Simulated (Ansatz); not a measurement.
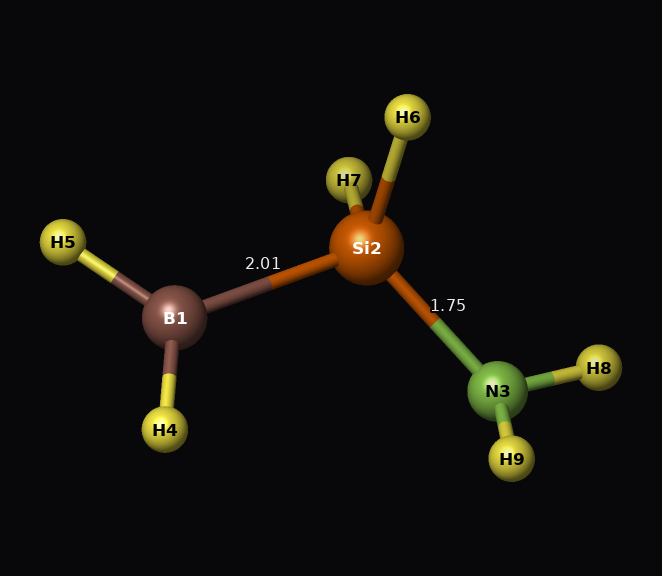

Bond lengths are marked in Å; every bond is drawn as one stick. The computed structure is the end point of a PBE-D4/def2-SVP optimisation. No frequency run is at hand to confirm it as a minimum.

Which of the marked bonds are single, double, triple or aromatic?

B1–Si2 single; Si2–N3 single.

Give the structure as SMILES.

B[SiH2]N
